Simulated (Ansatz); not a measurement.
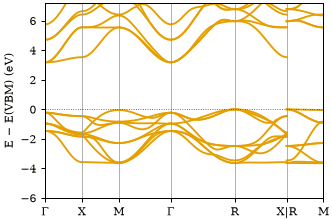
Figure: Band structure from plane-wave PAW PBE (Ansatz code)

Problem. Read off the gap and where the band edges lie.

Solution. About 3.2 eV (3.18 eV by a search for the band edges); maximum at R, minimum at Γ.

Problem. Pick the material that matches.
(A) BaZrO3, cubic perovskite
(B) CsCl, CsCl type
(C) CsI, CsCl type

Solution. A, BaZrO3, cubic perovskite

Space group Pm-3m (cubic perovskite). The PBE relaxation kept the symmetry of its start. No spin polarisation was allowed. Scalar-relativistic: spin–orbit coupling is off unless named, which matters more the heavier the elements.

Potentials: the later of the program's two PAW sets.
